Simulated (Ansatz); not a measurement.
# Run report: CH₂₂O₁₂, molecular dynamics (part 2 of 2)

Continued. System: CH₂₂O₁₂ (disordered cell, 35 atoms in the cell). Method: DFT r2SCAN-D3(BJ), scalar-relativistic, plane waves, PAW, no spin polarisation (Ansatz 0.2.0); cutoff 500 eV, 1×1×1 k-mesh, Fermi–Dirac smearing of 0.02 eV. One setting was made poor on purpose. It belongs to a series of runs on one base structure; here: dynamics from the last frame of the run before.

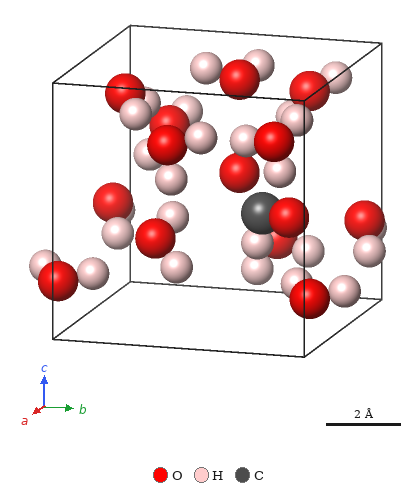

The geometry at step 12 of the log (spheres-only view of the cell of the calculation, seen slightly off an axis).

Trajectory as extended XYZ (Å, eV, eV/Å), 6 of the 21 frames kept, from step=0 to step=20:
```
35
Lattice="7.1335 0.0000 0.0000 0.0000 7.1335 0.0000 0.0000 0.0000 7.1335" Properties=species:S:1:pos:R:3:forces:R:3 step=0 time_fs=0.0 energy=-7427.82572 temperature=340.0
O     1.5866    7.1272    2.6632   -0.2345  -0.2803   0.5337
H     2.1467    7.3747    1.9334    0.2488   0.1169  -0.3544
H     0.7422    6.8528    2.2641   -0.0948   0.0837  -0.2067
O     5.5322    2.4164    2.6784    2.0478   0.1307  -0.0825
H     5.9013    3.2411    2.2792   -0.1951  -0.4136  -0.1485
H     4.6097    2.5006    2.7722   -1.6492   0.1960   0.0663
O     1.2709    5.3578    5.8238   -0.1466  -0.3647  -1.7602
H     1.3197    4.9960    4.8854   -0.2175   0.7214   1.8358
H     0.4159    5.8579    5.8301    0.3177  -0.4394  -0.0340
O     4.1844    1.1231    6.3977   -1.0346  -0.9339   0.2805
H     4.7829    1.7567    6.0456    1.2068   1.0201  -0.5307
H     3.4952    1.0308    5.7106   -0.1129   0.1577   0.3482
O     6.3354    3.0179    5.3314    0.1881  -0.2225   1.0613
H     5.8546    3.8110    5.5885    0.0996   0.3953   0.0298
H     6.1962    2.9023    4.3967   -0.3525  -0.1896  -0.9226
O     3.5091    4.1391    6.7598    0.7629  -0.3579  -0.0689
H     2.7161    4.6470    6.5802   -0.9839   0.4929   0.1951
H     3.2346    3.2150    6.8183    0.0475  -0.0993  -0.0086
O     1.7998    1.5137    5.0262   -0.2527   1.0803   0.7590
H     1.2167    2.2816    5.2377    0.3618  -1.0090  -0.4005
H     1.3915    1.0205    4.3123   -0.0704  -0.1063  -0.4370
O     5.7424    5.9911    5.6287    0.1742   0.4096   0.0678
H     5.4122    6.7606    6.1412   -0.1252  -0.3543  -0.1508
H     5.4352    6.1449    4.7197   -0.0753  -0.0900   0.1678
O     6.2435   -0.1264    1.3918    0.8881   0.5289  -0.1509
H     6.2420    0.7922    1.7218   -0.3187  -0.2401  -0.2026
H     5.5332   -0.5352    1.8817   -0.6555  -0.3509   0.3467
O     0.0514    4.1108    1.3783    0.5798  -1.9680   0.4035
H    -0.0936    4.9239    0.9269   -0.0961   0.9277  -0.8897
H     0.4261    3.4493    0.7493   -0.5887   1.1892   0.4593
O     3.1674    4.1462    4.0686   -0.4074  -0.0115   0.2876
C     3.5429    4.9396    3.1093    1.0160   0.8569  -0.4747
O     4.4409    5.7647    3.1360    0.0249  -0.0450   0.5933
H     3.5219    4.3703    4.9763    0.3474  -0.2364  -0.0034
H     3.0286    4.7994    2.1779   -0.7000  -0.5947  -0.6090
35
Lattice="7.1335 0.0000 0.0000 0.0000 7.1335 0.0000 0.0000 0.0000 7.1335" Properties=species:S:1:pos:R:3:forces:R:3 step=4 time_fs=8.0 energy=-7427.54043 temperature=321.6
O     1.6219    7.1388    2.6284    0.2122  -0.0904   0.4405
H     2.1687    7.3749    1.8885    0.7314   0.2078  -0.3435
H     0.7642    7.0593    2.2072   -0.9509  -0.3837  -0.1282
O     5.4760    2.4218    2.6364    2.9983  -0.0166  -1.0555
H     5.8682    3.1973    2.1425   -0.7289  -0.6088   0.4902
H     4.6219    2.5671    2.9516   -2.0810   0.6582   0.5097
O     1.2532    5.3778    5.8885   -1.3268  -0.2723  -1.8645
H     1.0993    4.9206    4.9931    0.5126   0.9279   2.0562
H     0.4099    5.9256    5.9381    0.9058  -0.7780  -0.0747
O     4.1891    1.1050    6.3326    1.8514   0.5965   0.7007
H     4.8689    1.7167    5.9666   -0.2468  -0.3482   0.3985
H     3.5449    1.0788    5.6502   -1.5173  -0.0119  -0.9358
O     6.3124    2.9993    5.3743    0.1262  -0.4376   0.6761
H     5.8699    3.8083    5.6104   -0.1633   0.9575   0.7999
H     6.2704    3.0597    4.4319   -0.1081  -0.5045  -1.4533
O     3.4829    4.1371    6.7315    1.2985  -1.0919   0.4284
H     2.6092    4.4798    6.7245   -1.6862   1.3145  -0.2654
H     3.3257    3.2363    7.0525    0.5396  -0.2183  -0.3166
O     1.7575    1.5465    4.9775   -0.9355   0.7310   0.0883
H     1.0060    2.1856    5.0159    0.8641  -0.6816   0.2053
H     1.5211    0.9597    4.2462    0.1967  -0.1188  -0.2323
O     5.7641    5.9453    5.6224    0.1449   0.1140  -0.2679
H     5.4226    6.7090    6.1107   -0.3464   0.0479   0.3264
H     5.4291    6.1025    4.7253   -0.0113  -0.1345  -0.0064
O     6.2620   -0.1402    1.4064    0.4080   0.5043   0.0508
H     6.1631    0.7424    1.7976   -0.1466   0.2728  -0.2747
H     5.5054   -0.5702    1.8117   -0.3266  -0.5757   0.1246
O     0.0881    4.1475    1.4144    0.7242  -2.2902  -0.0960
H     0.1352    4.9379    0.9234   -0.2817   1.9573  -0.6876
H     0.5454    3.5512    0.7780   -0.5996   0.2571   0.7464
O     3.2095    4.1321    4.0724    0.1257   0.4260   0.5329
C     3.5650    4.9579    3.1026   -0.2834  -1.9931  -0.3859
O     4.4222    5.8001    3.1318    0.2079   0.7508   0.1433
H     3.5804    4.2881    5.0070   -0.2607   0.0133  -0.3758
H     3.0633    4.5593    2.1856    0.1534   0.8194   0.0460
35
Lattice="7.1335 0.0000 0.0000 0.0000 7.1335 0.0000 0.0000 0.0000 7.1335" Properties=species:S:1:pos:R:3:forces:R:3 step=8 time_fs=16.0 energy=-7427.34318 temperature=289.4
O     1.6532    7.1472    2.5969   -0.2801  -0.2297   0.4967
H     2.2341    7.4437    1.8989   -0.0330   0.0684  -0.3372
H     0.7430    7.0592    2.2430    0.2861   0.0605  -0.2204
O     5.4250    2.4029    2.6074    1.3894   0.9701  -1.8015
H     5.6092    3.1381    1.9442    0.3343  -1.0949   1.0931
H     4.6379    2.7089    3.0104   -1.5418   0.0382   0.8596
O     1.2152    5.4093    5.9174   -1.9009  -0.0063  -0.6188
H     0.9552    4.8452    5.1215    0.5204   1.2336   1.6696
H     0.3440    5.9453    6.1115    1.9213  -1.4201  -0.9711
O     4.1940    1.1209    6.2830    3.6911  -0.2155   2.6471
H     4.9344    1.6955    5.9934   -0.4260  -0.2744  -0.0550
H     3.4946    1.2586    5.7291   -3.2923   0.6491  -2.5163
O     6.2694    2.9897    5.3954    0.3065  -1.2724   1.3788
H     5.9954    3.8364    5.7332   -0.1572   1.0437  -0.1985
H     6.2875    2.9727    4.4535   -0.3435   0.3611  -1.3579
O     3.4648    4.1446    6.7158    2.4698  -0.1182  -0.5027
H     2.6117    4.5431    6.8000   -1.6036   0.0513   0.1156
H     3.6149    3.2459    7.0323   -0.8591  -0.0226  -0.0053
O     1.7235    1.5858    4.9119   -0.3939  -0.4181  -0.7054
H     0.8559    2.0279    5.0204    0.7876  -0.5064  -0.0790
H     1.6757    0.9831    4.1098   -0.1911   0.8097   0.9391
O     5.7945    5.9070    5.6205   -0.2491  -0.1760  -1.2382
H     5.3093    6.5523    6.1284   -0.5432   0.5526   0.5933
H     5.4301    6.0598    4.7087    0.3329  -0.2975   0.7132
O     6.2665   -0.1306    1.4070    0.2996   0.3060  -0.1591
H     6.0086    0.7630    1.7017   -0.1855  -0.3193  -0.0371
H     5.5266   -0.6914    1.6754   -0.1058   0.0988   0.3146
O     0.1438    4.1862    1.4668   -0.0235  -2.0855   0.3506
H     0.1778    5.0509    1.1133    0.1314   1.4065  -0.7707
H     0.5223    3.5911    0.7937   -0.2372   0.6498   0.2769
O     3.2322    4.1154    4.0717    0.2658  -0.0586  -0.3969
C     3.6038    4.9001    3.0730    0.9034   1.0359   1.0998
O     4.4090    5.8422    3.1575   -1.0867  -1.4490  -0.3986
H     3.5999    4.2099    5.0358   -0.4174   0.4454  -0.6565
H     3.1166    4.5974    2.1116    0.2318   0.1839   0.4784
35
Lattice="7.1335 0.0000 0.0000 0.0000 7.1335 0.0000 0.0000 0.0000 7.1335" Properties=species:S:1:pos:R:3:forces:R:3 step=12 time_fs=24.0 energy=-7427.11820 temperature=277.1
O     1.6774    7.1598    2.5778   -1.1042  -0.4161   0.0018
H     2.2309    7.4680    1.8712    0.4259   0.1803  -0.5271
H     0.7756    7.0497    2.1671    0.6494   0.2854   0.4449
O     5.3905    2.3747    2.5816    1.7323   0.1617  -1.5394
H     5.6129    3.0436    1.8784   -0.2219  -0.5584   1.2106
H     4.5962    2.6221    3.0086   -1.4764   0.4039   0.4558
O     1.1778    5.4483    5.9523   -2.7961  -0.2464  -0.6399
H     0.9361    4.8738    5.1518    0.7516   1.2302   1.6798
H     0.2197    5.8969    6.1399    2.7713  -1.2502  -0.9445
O     4.1979    1.1517    6.2636    3.9456  -0.8055   1.7761
H     4.9461    1.6775    5.8943   -0.4936  -0.3164   0.3614
H     3.4594    1.4701    5.8561   -3.6652   1.0434  -2.1012
O     6.2304    2.9726    5.4101    0.0032   0.0773  -0.5082
H     6.1530    3.9011    5.6553   -0.1675   0.4113   0.6278
H     6.1579    3.0615    4.4485    0.0511  -0.5515  -0.2737
O     3.4779    4.1726    6.6957    0.0013   0.3992   0.2823
H     2.5573    4.4175    6.9013    0.0331   0.2528  -0.4539
H     3.5881    3.2618    6.9788    0.1026  -0.4115  -0.0967
O     1.6995    1.6381    4.8493   -1.1003  -0.2411  -0.4914
H     0.7377    1.8252    5.0312    1.5420  -0.2770  -0.3125
H     1.7306    1.0891    4.0104   -0.2929   0.5328   1.0699
O     5.8091    5.8666    5.6067    0.1129  -0.6688  -1.0716
H     5.1293    6.3068    6.0824   -0.9921   0.9081   1.1091
H     5.4445    5.9195    4.6999    0.2695   0.0763  -0.0731
O     6.2826   -0.1098    1.4233    0.0650   0.5613  -0.3435
H     5.8394    0.7420    1.5926    0.4323   0.1051   0.0766
H     5.5595   -0.6914    1.6412   -0.3867  -0.7221   0.3866
O     0.1933    4.2281    1.5300    0.1598  -2.2983  -0.2392
H     0.2159    5.1134    1.2494   -0.0254   2.0137  -0.4596
H     0.5438    3.7685    0.7423   -0.2846   0.2039   0.5273
O     3.2561    4.0994    4.0512    0.6539   0.4025   0.6532
C     3.6731    4.8765    3.0693   -1.1736  -0.3622   1.2306
O     4.3679    5.8456    3.1733    1.3735   1.0641   0.1999
H     3.5505    4.3767    5.0207   -0.5408  -0.5624  -1.1200
H     3.2455    4.6049    2.1239   -0.3550  -0.6254  -0.8981
35
Lattice="7.1335 0.0000 0.0000 0.0000 7.1335 0.0000 0.0000 0.0000 7.1335" Properties=species:S:1:pos:R:3:forces:R:3 step=16 time_fs=32.0 energy=-7427.21241 temperature=285.9
O     1.7021    7.1595    2.5437   -1.4617   0.1129  -0.5803
H     2.2538    7.5468    1.8605    0.1696  -0.0788  -0.1267
H     0.7721    7.1722    2.1339    1.1891  -0.0189   0.6105
O     5.3580    2.3667    2.5617    1.4716   0.3520  -0.7878
H     5.5929    3.1420    2.0021    0.0593  -0.5445   0.5359
H     4.4750    2.4912    2.8533   -1.3005   0.0996   0.3738
O     1.1317    5.4646    5.9652   -1.5709  -0.0297  -0.2476
H     1.0744    4.9504    5.1267    0.0467   0.5999   0.8359
H     0.1619    5.8687    6.0479    2.2084  -0.9708  -0.4879
O     4.2158    1.2075    6.2375    4.5009  -1.1124   1.3870
H     4.9923    1.6767    5.8064   -1.3958  -0.2759   0.7552
H     3.4406    1.5445    5.9262   -3.4615   1.2256  -2.0128
O     6.1832    2.9770    5.4252    0.2441  -0.0629   0.6917
H     6.1806    3.9112    5.7216   -0.2791  -0.4036  -0.5640
H     6.1011    2.9387    4.4713   -0.0092   0.3579  -0.5249
O     3.4793    4.1711    6.6846   -0.3683   0.5802   0.2048
H     2.5330    4.3631    6.8092    0.0181   0.3975  -0.1105
H     3.5846    3.2581    6.9502    0.3096  -0.6108  -0.0998
O     1.6779    1.7058    4.8016   -1.5759  -0.3665  -0.3182
H     0.7183    1.7204    5.0742    1.5532   0.1677  -0.2497
H     1.6522    1.2039    3.9416    0.2067   0.2071   0.8680
O     5.7880    5.8237    5.5952    1.3299  -0.8748  -1.0201
H     5.0830    6.1639    6.0875   -1.7307   1.0939   1.3134
H     5.5190    5.9374    4.6731   -0.2333   0.1353  -0.2352
O     6.3092   -0.1143    1.4346   -0.4394   0.0286  -0.0191
H     5.8376    0.7324    1.5851    0.2919  -0.2671   0.0297
H     5.6637   -0.7735    1.7478    0.0691   0.3455   0.1198
O     0.2107    4.2787    1.5701    0.0321  -2.1781  -0.8416
H     0.2050    5.2038    1.4549    0.0904   1.8546  -0.0944
H     0.4482    3.9746    0.6657   -0.2176   0.2318   0.7861
O     3.2716    4.0811    4.0455   -0.7698  -0.5967   0.6257
C     3.6705    4.8435    3.1000    0.8157   1.1970  -0.9500
O     4.3462    5.8604    3.1986   -0.0178  -0.3659   0.0084
H     3.4081    4.4072    4.9777    0.3626  -0.2626   0.3155
H     3.3836    4.4464    2.1146   -0.1373   0.0327  -0.1907
35
Lattice="7.1335 0.0000 0.0000 0.0000 7.1335 0.0000 0.0000 0.0000 7.1335" Properties=species:S:1:pos:R:3:forces:R:3 step=20 time_fs=40.0 energy=-7427.28047 temperature=342.1
O     1.6949    7.1541    2.5164   -0.9913   0.1775  -0.0092
H     2.3516    7.5571    1.9445   -0.1530  -0.0961  -0.2785
H     0.7882    7.2702    2.0926    1.1212  -0.1000   0.3057
O     5.3276    2.3609    2.5674    1.3412   0.7263  -0.2207
H     5.6282    3.2688    2.2913   -0.3379  -1.1687   0.0216
H     4.3805    2.3252    2.6131   -0.6227   0.3621   0.0979
O     1.1096    5.4412    5.9719   -0.9339  -0.0051   0.0762
H     1.2541    5.0470    5.0935   -0.3244   0.2777   0.4109
H     0.1159    5.7379    5.9940    1.9422  -0.5509  -0.4331
O     4.2396    1.2636    6.1896    1.5110   0.7564  -0.6545
H     4.9642    1.7762    5.6770   -1.2794  -0.7179   1.3722
H     3.4486    1.4091    5.6660   -0.7545  -0.1224  -0.2834
O     6.1489    2.9871    5.4150   -0.0532   1.0766  -0.0564
H     5.9862    3.9635    5.5764    0.0624  -1.1416  -0.2299
H     6.0765    2.8901    4.4542    0.0754   0.0189  -0.1090
O     3.4780    4.1772    6.6918   -0.9996   2.4507  -0.4306
H     2.5036    4.4197    6.7259    1.0566  -0.5993   0.1735
H     3.6842    3.2791    6.8704   -0.2370  -1.7110   0.1939
O     1.6344    1.7676    4.7729   -0.5701  -0.9080  -0.5900
H     0.7388    1.7470    5.2023    1.2824  -0.1224  -0.8891
H     1.6586    1.1459    3.9641   -0.5311   0.8796   1.5744
O     5.7414    5.7815    5.5468    1.2075  -0.9584  -0.1540
H     5.1062    6.1659    6.1084   -1.3012   0.9467   1.3003
H     5.4826    6.0688    4.6776   -0.3895   0.2098  -0.9337
O     6.3332   -0.1431    1.4460   -0.0794  -0.0313  -0.2459
H     5.8395    0.6874    1.4829    0.1200   0.2983   0.0785
H     5.7118   -0.7750    1.8262   -0.2414   0.0062   0.2068
O     0.2282    4.3242    1.5729   -0.3882  -3.7373  -1.2586
H     0.2243    5.2263    1.7190    0.2951   2.8304  -0.0695
H     0.2526    4.1520    0.5953    0.0748   0.7092   1.3208
O     3.2632    4.0585    4.0695   -0.0979   0.4489  -0.6413
C     3.6715    4.8665    3.1039    0.2640  -1.2154   0.6154
O     4.3267    5.8775    3.2385    0.1420   0.3907  -0.2821
H     3.4807    4.2750    5.0397    0.1034   0.1222  -0.1258
H     3.4681    4.3974    2.1119   -0.3135   0.4977   0.1473
```

The run was set up as follows.

Input:
```yaml
crystal:
  lattice:
    - [7.133492, 0.0, 0.0]
    - [0.0, 7.133492, 0.0]
    - [0.0, 0.0, 7.133492]
  atoms:
    - { symbol: O, position: [0.22241438, 0.99912113, 0.37333125] }
    - { symbol: H, position: [0.30092731, 1.03380781, 0.2710278] }
    - { symbol: H, position: [0.10404981, 0.96064762, 0.31739215] }
    - { symbol: O, position: [0.7755297, 0.33873854, 0.37546202] }
    - { symbol: H, position: [0.82726454, 0.45434676, 0.3195078] }
    - { symbol: H, position: [0.64621214, 0.35054013, 0.388616] }
    - { symbol: O, position: [0.17816492, 0.75107411, 0.8164031] }
    - { symbol: H, position: [0.18499935, 0.70035763, 0.68485325] }
    - { symbol: H, position: [0.0582976, 0.82117807, 0.81728033] }
    - { symbol: O, position: [0.58659147, 0.15744594, 0.89684743] }
    - { symbol: H, position: [0.67048914, 0.24626678, 0.84750195] }
    - { symbol: H, position: [0.48996806, 0.1444969, 0.80052825] }
    - { symbol: O, position: [0.88811576, 0.42306651, 0.74737579] }
    - { symbol: H, position: [0.8207249, 0.53424356, 0.78341332] }
    - { symbol: H, position: [0.86860201, 0.40686084, 0.61634751] }
    - { symbol: O, position: [0.49192103, 0.58022948, 0.94762031] }
    - { symbol: H, position: [0.38075003, 0.65143224, 0.92243899] }
    - { symbol: H, position: [0.45343883, 0.45069772, 0.9558156] }
    - { symbol: O, position: [0.25229631, 0.21219223, 0.70459676] }
    - { symbol: H, position: [0.17055731, 0.31983661, 0.73423616] }
    - { symbol: H, position: [0.19506898, 0.14305762, 0.60451044] }
    - { symbol: O, position: [0.8049971, 0.83985367, 0.78905231] }
    - { symbol: H, position: [0.75869743, 0.94773176, 0.86089686] }
    - { symbol: H, position: [0.76192483, 0.86141484, 0.6616196] }
    - { symbol: O, position: [0.87523546, -0.01771943, 0.19511426] }
    - { symbol: H, position: [0.87502778, 0.11105666, 0.24137213] }
    - { symbol: H, position: [0.77567054, -0.07502051, 0.2637855] }
    - { symbol: O, position: [0.00720516, 0.57626791, 0.19321925] }
    - { symbol: H, position: [-0.01311753, 0.69024902, 0.1299355] }
    - { symbol: H, position: [0.0597345, 0.48353063, 0.10504301] }
    - { symbol: O, position: [0.44401844, 0.58123583, 0.57035531] }
    - { symbol: C, position: [0.49666316, 0.69245852, 0.43587079] }
    - { symbol: O, position: [0.62254118, 0.80811932, 0.43961899] }
    - { symbol: H, position: [0.49371817, 0.61264601, 0.69759656] }
    - { symbol: H, position: [0.42455557, 0.67279868, 0.30530932] }
basis:
  ecutwfc: 500.0
kpoints:
  mp_grid: { grid: [1, 1, 1] }
hamiltonian:
  xc: r2scan
  dispersion: d3bj
scf:
  occupations: { method: fermi_dirac, width: 0.02 }
  lower_state_search: "off"
  max_iter: 95
md:
  timestep: 2.0
  n_steps: 20
  ensemble: nvt_langevin
  temperature: 350.0
  initial_velocities: maxwell_boltzmann
  seed: 196252
  friction: 0.02
```

Launched with:
```bash
ansatz run input.yaml --threads 1 --pin off --max-ram 3072MiB --backend cpu --events-out ev --progress --plain --runs-dir out
```

Key numbers:

| quantity | value |
| --- | --- |
| outcome | finished |
| mean temperature over the second half | 287 K |
| trajectory | 20 steps, 40 fs |
| ensemble | nvt_langevin |
| temperature in the input | 350.0 K |
| time step | 2.0 fs |
| electrons treated | 98 |
| potential energy (free energy of the electrons) (last step) | −7427.2805 eV |
| Fermi energy (last step) | −0.042 eV |
| largest force (length of the vector) (last step) | 3.963 eV/Å |
| hardware | 1 thread of Intel Xeon (Sapphire Rapids), 64 GiB of memory available, shared host |
| wall time | 8.5 min |
| peak memory | 1.1 GiB |

Notes:

Notes on the run: the dispersion correction has no parameters fitted for this combination and takes those fitted for r2SCAN with other terms. The time step is long for the lightest atoms at this temperature, so the integration is inaccurate. The k-point mesh is coarse for a cell of this size, so the results may not be converged. So short a trajectory is not equilibrated. The logged temperature at the start can lie below the typed one, since it is counted over all degrees of freedom.
